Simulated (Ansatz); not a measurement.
C3H5Cl2 (doublet)

```xyz
10

C     0.1227    2.1794   -0.4645
C     1.0396    1.0082   -0.4923
C     2.1717    0.9123   -1.4183
Cl    0.4186   -0.4847    0.1376
Cl    1.5954    0.6185   -3.1703
H    -0.3963    2.2618    0.5021
H     0.6822    3.1089   -0.6537
H    -0.6493    2.0901   -1.2536
H     2.7326    1.8546   -1.4664
H     2.8403    0.0754   -1.1888
```

Geometry: B3LYP-D3(BJ)/def2-SVP.

The calculation used isolated molecule in a Gaussian basis; Kohn-Sham density functional theory, functional PBE0 (Ansatz).

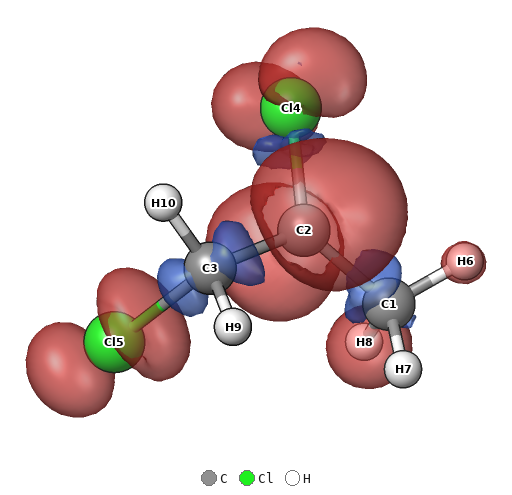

Figure 1. Isosurfaces of the spin density (α minus β) at +0.02 (red) and −0.02 e/Å³ (blue), seen at a tilt.

**Describe the spin distribution.**

The unpaired spin (1 electron) lies mostly on C2 (about 0.6), Cl4 (about 0.1) and Cl5 (about 0.1), in electrons by Hirshfeld's partition.

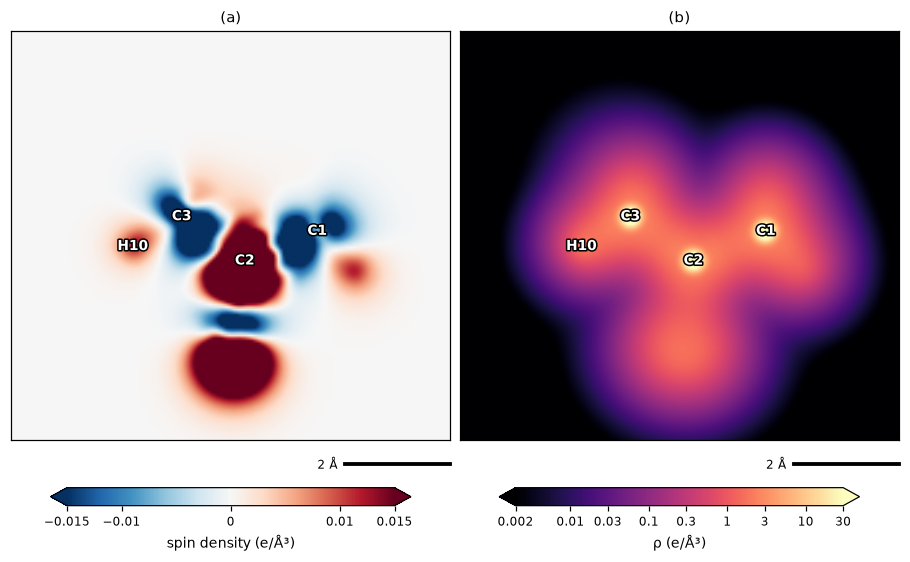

Figure 2. (a) spin density (α minus β); (b) electron density on the plane of atoms C1, C2 and C3.

**What does the map show?**

Atoms in the plane: C and H.
C–C (1.47 Å): ρ at the midpoint is about 1.9 e/Å³.
C–H (1.10 Å): the density is about 2.1 e/Å³ at the midpoint.

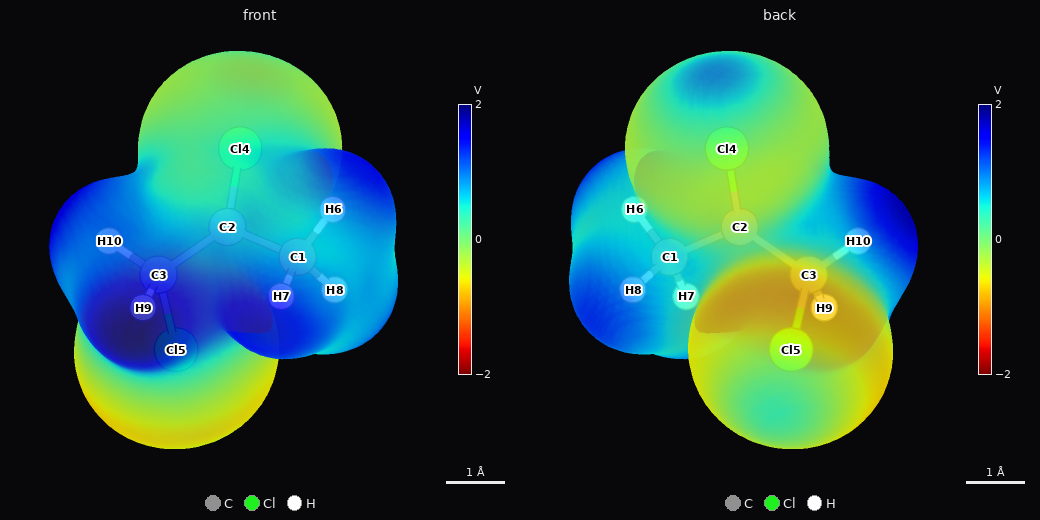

Figure 3. The electrostatic potential painted on the density surface at 0.004 e/bohr³, seen from the front and from behind; the colour scale runs from red (negative) to blue (positive).

**Where is the surface potential most negative and most positive?**

The most negative region (about −0.8 V, or −18 kcal/mol for a unit charge) lies over Cl5, the most positive (about +1.9 V, or +44 kcal/mol for a unit charge) over H9. Cl4 shows a σ-hole: about +1.0 V, or +23 kcal/mol for a unit charge at the tip opposite its bond, against about −0.2 V on its flanks. Cl5 shows a σ-hole: about +0.4 V, or +9 kcal/mol for a unit charge at the tip opposite its bond, against about −0.6 V, or −14 kcal/mol for a unit charge on its flanks.

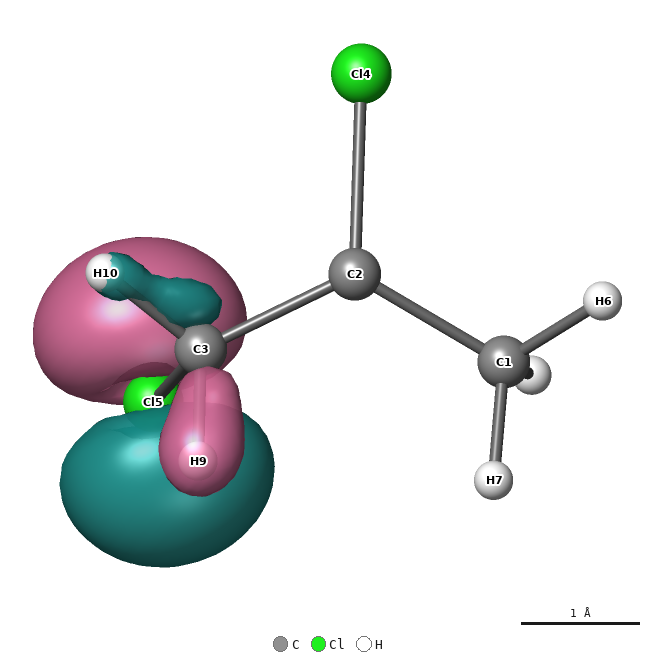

Figure 4. The HOMO (β) at ±0.2 Å⁻³ᐟ² (teal and pink are the two phases), seen across its widest extent.

**Where does this orbital lie, and at what energy?**

By Hirshfeld shares it lies mainly on Cl5 (about 85 %) and C3 (about 5 %); largely a lone pair of Cl5. Its energy is −8.50 eV.
